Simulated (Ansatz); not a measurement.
# H₂BrO (doublet): correlated methods under varied settings at distance Br1–H2 along a hydrogen transfer = 1.421 Å

What do other methods and options give for H₂BrO (doublet) at this geometry, and how long do they take?

Program: Ansatz 0.2.0, Gaussian basis. Level of theory: the settings change from run to run. These are calculated values, not measurements.

13 further runs of the same task are left out: 6 for a known fault of the program, 6 that didn't finish, 1 set aside as unsound or not needed.

**1. The geometry**

The geometry derives from fragments relaxed apart (PBE0/def2-TZVP) and kept rigid, so it is no stationary point. A hydrogen atom is moved between rigid fragments. No spin-orbit coupling is included. The filled d shell of Br may be among the frozen orbitals whatever the setting's name suggests; the logs give the count.

4 atoms, charge 0, spin multiplicity 2.

Atoms are counted from 1 here; the program's logs count them from 0.

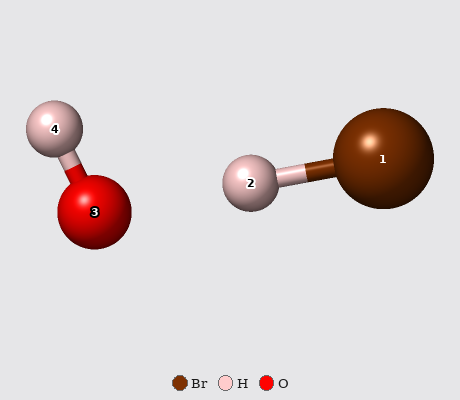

The structure; bromine brown, hydrogen pink, oxygen red; atoms are numbered from 1 in the order of the file.

Geometry (Å):

```xyz
4

Br   -1.9661    0.2350    0.0000
H    -0.5455    0.2350    0.0000
O     1.1299    0.2350    0.0000
H     1.3817   -0.7050    0.0000
```

**2. CASSCF(5,5)/6-31G***

in.yaml reads:

```yaml
crystal:
  periodic: [false, false, false]
  atoms:
    - {symbol: Br, position_ang: [-1.966115, 0.234988, 0.000000]}
    - {symbol: H, position_ang: [-0.545515, 0.234988, 0.000000]}
    - {symbol: O, position_ang: [1.129885, 0.234988, 0.000000]}
    - {symbol: H, position_ang: [1.381744, -0.704963, 0.000000]}
basis:
  gaussian: {orbitals: "6-31G*", fitting: {mean_field: def2-universal-jkfit}}
magnetization: {spin_polarized: false, initial_magnetization: 1}
correlation: {active_space: {window: {electrons: 5, orbitals: 5}}}
scf: {lower_state_search: off}
```

The run is started by

```
> ansatz run in.yaml --threads 1 --pin off --events-out ev --progress --plain --max-ram 2393MiB
```

The program printed:

```text
Functional definition: HF
  name "HF"
  cite "Fock, Z. Phys. 61, 126 (1930) doi:10.1007/BF01340294"
  parent pbe
  exchange = exact_x
  correlation = 0
these checks for a lower state are left out or cut short: stability, starts, cluster_reference, orbital_swaps, neighbouring_geometries, increment
379 factors; integrals over basis functions are off by at most 3.0e-2 eV
mean field evaluation 1: about -72048.7620 eV, gradient 4.5e1 eV
mean field evaluation 2: about -72044.7255 eV, gradient 7.1e1 eV
mean field evaluation 4: about -72057.0235 eV, gradient 9.2e0 eV
mean field evaluation 8: about -72057.3641 eV, gradient 2.2e-1 eV
mean field -72057.36447596 eV, -2648.0593022555 hartree, gradient 1.8e-6 eV, S^2 0.750000; 0 other end points of the search recorded, 0 dependent functions left out
reference -72057.36447596 eV, -2648.0593022555 hartree; 23, 22 occupied and 31, 32 virtual orbitals, 379 factors
state -72057.97797634 eV, -2648.0818479787 hartree
Total energy: -72057.97797634 eV, -2648.0818479787 hartree
Checks for a lower state left out: stability, starts, cluster_reference, orbital_swaps, neighbouring_geometries, increment
```

It took 1.1 s on 1 thread of Arm Neoverse V1, shared host.

From the report: 100 determinants; active occupations 1.99, 1.99, 1.00, 0.01, 0.01.

**3. CCSD/cc-pVDZ**

in.yaml reads:

```yaml
crystal:
  periodic: [false, false, false]
  atoms:
    - {symbol: Br, position_ang: [-1.966115, 0.234988, 0.000000]}
    - {symbol: H, position_ang: [-0.545515, 0.234988, 0.000000]}
    - {symbol: O, position_ang: [1.129885, 0.234988, 0.000000]}
    - {symbol: H, position_ang: [1.381744, -0.704963, 0.000000]}
basis:
  gaussian: {orbitals: cc-pVDZ}
magnetization: {spin_polarized: true, initial_magnetization: 1}
hamiltonian: {xc: {name: PBE0}}
correlation: {method: ccsd, electrons: valence}
```

Launched as before.

The program printed (excerpt; [...] marks lines left out):

```text
Functional definition: PBE0
  name "PBE0"
  cite "Adamo & Barone, J. Chem. Phys. 110, 6158 (1999) doi:10.1063/1.478522"
  cite "Perdew, Burke & Ernzerhof, Phys. Rev. Lett. 77, 3865 (1996) doi:10.1103/PhysRevLett.77.3865"
  parent pbe
[...]
533 factors; integrals over basis functions are off by at most 1.5e-3 eV
[...]
mean field -72112.61678551 eV, -2650.0897871804 hartree, gradient 3.8e-6 eV, S^2 0.752454; 3 other end points of the search recorded, 0 dependent functions left out
10 core orbitals not correlated: weight in the atoms' cores, before any rotation towards them, 1.000 or more for the frozen orbitals, at most 0.000 for the correlated occupied ones
reference -72065.29903473 eV, -2648.3508919122 hartree; 13, 12 occupied and 28, 29 virtual orbitals, 533 factors
second order -8.21832399 eV of doubles, -0.20171964 eV of singles
cycle   1  -8.76426243 eV  change   -3.5e-1 eV  update   5.2e-2
[...]
cycle  11  -8.97269399 eV  change   -2.1e-5 eV  update   1.5e-5
Total energy: -72074.27172872 eV, -2648.6806323345 hartree
```

It took 6.5 s on 1 thread of Arm Neoverse V1, shared host.

From the report: ⟨S²⟩ of the determinant 0.752 (pure doublet: 0.75); correlation -8.9727 eV; T1 0.011; largest double amplitude 0.05. The orbitals are Kohn-Sham ones, so correlation energy and T1 don't compare with those on Hartree-Fock orbitals.

**4. CASSCF(11,7)/cc-pVDZ**

in.yaml, as its differences from that of step 3:

```diff
@@ -9,4 +9,3 @@
   gaussian: {orbitals: cc-pVDZ}
-magnetization: {spin_polarized: true, initial_magnetization: 1}
-hamiltonian: {xc: {name: PBE0}}
-correlation: {method: ccsd, electrons: valence}
+magnetization: {spin_polarized: false, initial_magnetization: 1}
+correlation: {active_space: {window: {electrons: 11, orbitals: 7}, states: [{multiplicity: 2, weights: [1, 1, 0.5, 0.5]}]}}
```

Same command.

The program printed (excerpt; [...] marks lines left out):

```text
Functional definition: HF
  name "HF"
  cite "Fock, Z. Phys. 61, 126 (1930) doi:10.1007/BF01340294"
  parent pbe
[...]
910 factors; integrals over basis functions are off by at most 1.9e-7 eV
[...]
mean field -72065.48520629 eV, -2648.3577335907 hartree, gradient 1.8e-6 eV, S^2 0.750000; 7 other end points of the search recorded, 0 dependent functions left out
reference -72065.48520629 eV, -2648.3577335907 hartree; 23, 22 occupied and 28, 29 virtual orbitals, 910 factors
state -72065.79359297 eV, -2648.3690665923 hartree
state -72065.73164839 eV, -2648.3667901710 hartree
state -72061.46334382 eV, -2648.2099328711 hartree
state -72061.25414763 eV, -2648.2022450528 hartree
[...]
Total energy: -72064.29466236 eV, -2648.3139819084 hartree
```

Run time: 18 s. Hardware: 1 thread of Arm Neoverse V1, shared host.

From the report: 147 determinants; active occupations (of the averaged states) 2.00, 1.98, 1.83, 1.83, 1.67, 1.62, 0.08.

**5. BCCD on ROHF/cc-pVDZ**

in.yaml, as its differences from that of step 4:

```diff
@@ -10,2 +10,3 @@
 magnetization: {spin_polarized: false, initial_magnetization: 1}
-correlation: {active_space: {window: {electrons: 11, orbitals: 7}, states: [{multiplicity: 2, weights: [1, 1, 0.5, 0.5]}]}}
+correlation: {method: bccd, electrons: valence, diis_vectors: 2}
+accuracy: high
```

The command is unchanged.

The program printed (excerpt; [...] marks lines left out):

```text
Functional definition: HF
  name "HF"
  cite "Fock, Z. Phys. 61, 126 (1930) doi:10.1007/BF01340294"
  parent pbe
[...]
955 factors; integrals over basis functions are off by at most 4.6e-9 eV
[...]
mean field -72065.48520636 eV, -2648.3577335936 hartree, gradient 2.1e-8 eV, S^2 0.750000; 7 other end points of the search recorded, 0 dependent functions left out
[...]
determinant -72065.48520636 eV, -2648.3577335936 hartree, with singles and doubles -72074.31553258 eV, -2648.6822420967 hartree
determinant -72065.33996054 eV, -2648.3523959080 hartree, with singles and doubles -72074.21259834 eV, -2648.6784593331 hartree
determinant -72065.48520636 eV, -2648.3577335936 hartree, with singles and doubles -72074.31619394 eV, -2648.6822664011 hartree
determinant -72065.33996054 eV, -2648.3523959080 hartree, with singles and doubles -72074.21324608 eV, -2648.6784831371 hartree
10 core orbitals not correlated: weight in the atoms' cores, before any rotation towards them, 1.000 or more for the frozen orbitals, at most 0.000 for the correlated occupied ones
reference -72065.48520636 eV, -2648.3577335936 hartree; 13, 12 occupied and 28, 29 virtual orbitals, 955 factors
second order -8.03140280 eV of doubles, -0.07612258 eV of singles
cycle   1  -8.82656952 eV  change    4.4e-3 eV  update   3.1e-3
[...]
cycle  22  -8.82568169 eV  change   2.6e-10 eV  update   2.7e-9
Total energy: -72074.31088806 eV, -2648.6820714135 hartree
```

Run time: 15 s. Hardware: 1 thread of Arm Neoverse V1, shared host.

From the report: correlation -8.8257 eV; largest double amplitude 0.05.

**6. The runs in one table**

```
                                        level  correlated  functions  energy (eV)   time
                           CASSCF(5,5)/6-31G*                     54  -72057.9780  1.1 s
              CCSD/cc-pVDZ (on PBE0 orbitals)     valence         51  -72074.2717  6.5 s
CASSCF(11,7)/cc-pVDZ (mean of several states)                     51  -72064.2947   18 s
                         BCCD on ROHF/cc-pVDZ     valence         51  -72074.3109   15 s
```

**7. Results**

| quantity | value |
| --- | --- |
| runs | 4 |
| quickest | CASSCF(5,5)/6-31G*, 1.1 s |
| slowest | CASSCF(11,7)/cc-pVDZ (mean of several states), 18 s |

What this shows: Total energies in different bases, with other cores or another treatment of relativity can't be set against each other. CASSCF(11,7)/cc-pVDZ (mean of several states) took 16 times as long as CASSCF(5,5)/6-31G*; the jobs differ in more than the method.
